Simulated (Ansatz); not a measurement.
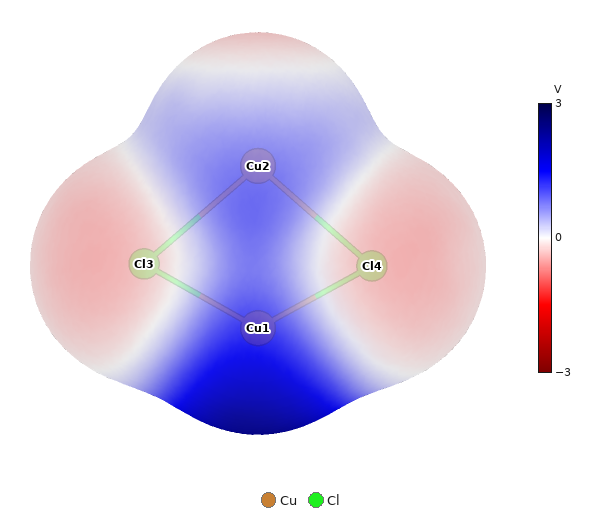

Cl$_{2}$Cu$_{2}$ (triplet). The molecular electrostatic potential painted on the density surface at 0.002 e/bohr³, seen across its widest extent; the colour scale runs from red (negative) to blue (positive).

Geometry: r2SCAN-D4/def2-SVP.

All numbers below come from UKS PBE0-D4/def2-TZVP in Ansatz.

```tsv
atom	x (Å)	y (Å)	z (Å)
Cu	-0.9236	-0.6599	-0.3459
Cu	1.1524	0.8234	0.4316
Cl	-0.3883	1.0633	-1.4961
Cl	0.1595	-1.2268	1.4104
```

Describe the electrostatic potential map.

Answer. The most negative region (about −0.4 V) lies over Cl3 and Cl4, the most positive (about +2.4 V) over Cu1.
